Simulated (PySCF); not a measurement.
```yaml
atoms:
  - { symbol: F, position_ang: [-0.8014, -1.0810, -1.3632] }
  - { symbol: Si, position_ang: [-0.3600, -0.1283, -0.1659] }
  - { symbol: F, position_ang: [0.1065, -0.9731, 1.1002] }
  - { symbol: F, position_ang: [-1.5400, 0.8682, 0.2218] }
  - { symbol: F, position_ang: [0.8858, 0.7380, -0.6588] }
  - { symbol: C, position_ang: [-2.5660, -2.5615, 1.1419] }
  - { symbol: C, position_ang: [-3.3949, -1.6050, 0.7252] }
  - { symbol: H, position_ang: [-2.1933, -2.5876, 2.1681] }
  - { symbol: H, position_ang: [-2.2255, -3.3545, 0.4723] }
  - { symbol: H, position_ang: [-3.7657, -1.5795, -0.3019] }
  - { symbol: H, position_ang: [-3.7348, -0.8107, 1.3933] }
```

Geometry: PBE0-D3(BJ)/def2-SVPD.

These are results of PySCF 2.14.0, wB97M-D3(BJ)/def2-SVPD, SCF density, gas phase, not measurements.

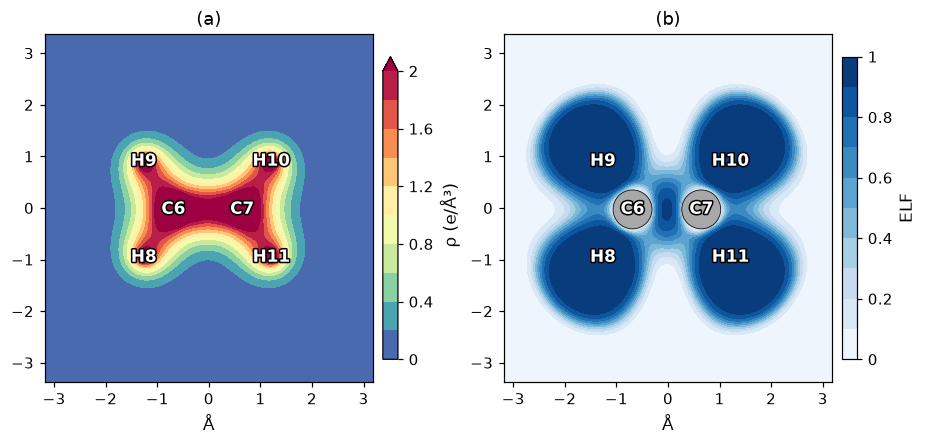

SiF$_{4}$···C$_{2}$H$_{4}$ (SMILES F[Si](F)(F)F.C=C). (a) total electron density; (b) ELF on the plane of atoms C6, C7 and H11. Grey discs cover the atomic cores in the ELF map.

**Read the bonding off the picture.**

The plane passes through C and H nuclei.
C–C (1.33 Å): ρ at the midpoint is about 2.3 e/Å³; the ELF peaks at about 0.95 between the atoms: a multiple bond.
C–H (1.09 Å): ρ at the midpoint is about 1.9 e/Å³; the ELF climbs to about 1 towards the hydrogen, as it does in any bond to H: a covalent bond by its length.
